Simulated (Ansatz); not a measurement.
## Electronic structure of H$_{2}$O···PH$_{3}$ in real space

The calculation's input:

```
crystal:
  periodic: [false, false, false]
  atoms:
    - {symbol: O, position_ang: [0.187217, -0.026523, -2.426277]}
    - {symbol: H, position_ang: [-0.471463, 0.587689, -2.756662]}
    - {symbol: H, position_ang: [0.082201, -0.011878, -1.467171]}
    - {symbol: P, position_ang: [0.002707, -0.078904, 1.101952]}
    - {symbol: H, position_ang: [-1.019115, -0.665946, 1.888771]}
    - {symbol: H, position_ang: [0.175946, 1.032139, 1.964335]}
    - {symbol: H, position_ang: [1.042407, -0.836577, 1.695052]}
basis:
  gaussian: {orbitals: "def2-TZVPPD.json"}
hamiltonian: {xc: pbe0, dispersion: d4}
output: {orbitals: {seedname: orbitals}}
```

Launched as:

```sh
ansatz run in.yaml --threads 2 --pin off --events-out ev --progress --plain --max-ram 5222MiB
```

Geometry: PBE0-D4/def2-TZVP.

All numbers below come from RKS PBE0-D4/def2-TZVPPD in Ansatz.

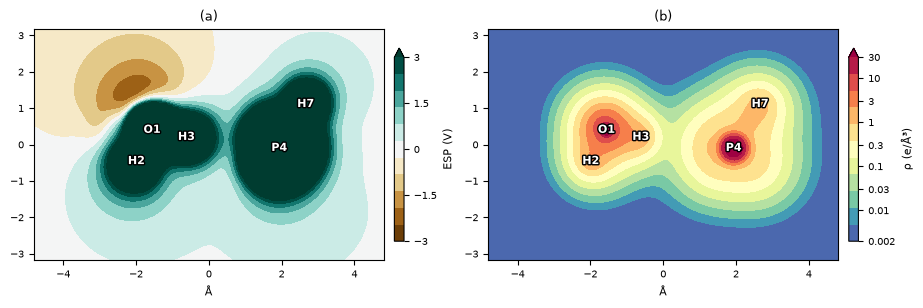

Figure 1. (a) molecular electrostatic potential; (b) total electron density on the plane of atoms H2, O1 and H3.

What do the fields say about this system?

Answer. The section cuts through O, H and P sites.
P4···H3 (2.57 Å): the density falls to about 0.1 e/Å³ on the way.
O–H (0.96 Å): ρ at the midpoint is about 3.8 e/Å³.
P–H (1.42 Å): the density is about 1.1 e/Å³ at the midpoint.
Outside the dense part of the complex the potential is most negative (−2.3 V) near O1.

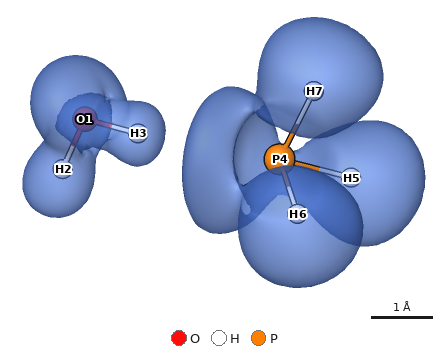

Figure 2. Isosurface of the electron localisation function at 0.75 (blue), seen at a tilt. Only the valence region is drawn (cores and ρ < 0.01 e/Å³ removed).

Where are the electrons localised?

Answer. The ELF exceeds this value in one joined region spread over several atoms (H, O), in which their bonds and any lone pairs are merged and one joined region spread over several atoms (H, P), in which their bonds and any lone pairs are merged. Along the contacts the grid gives the following. P4···H3 (2.57 Å): the ELF dips to about 0.10 between them. O–H (0.96 Å): the ELF climbs to about 1 towards the hydrogen, as it does in any bond to H; a covalent bond by its length.

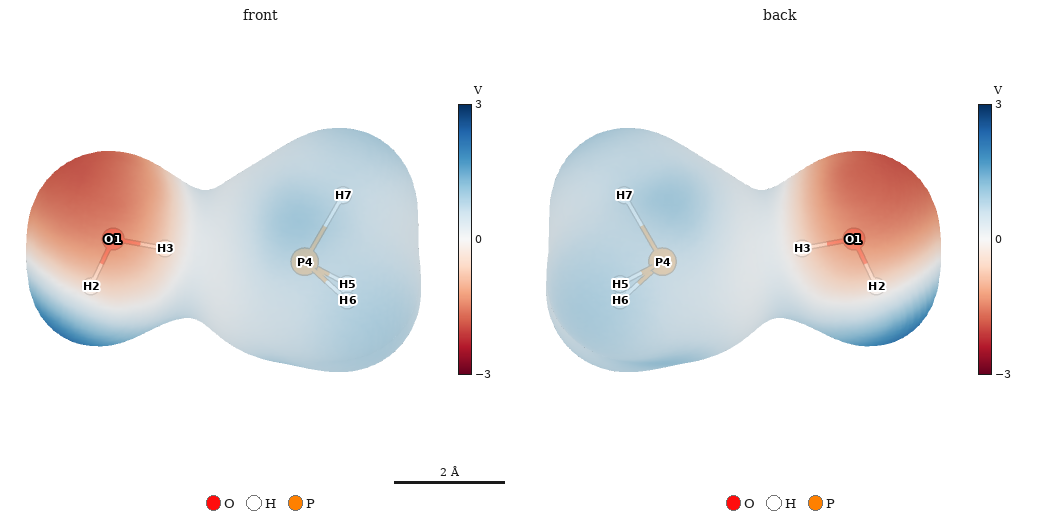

Figure 3. The molecular electrostatic potential painted on the density surface at 0.002 e/bohr³, seen from the front and from behind; red is negative and blue positive.

Describe the electrostatic potential map.

Answer. The most negative region (about −1.9 V) lies over O1, the most positive (about +2.0 V) over H2. O1 is the likeliest acceptor of a hydrogen bond.
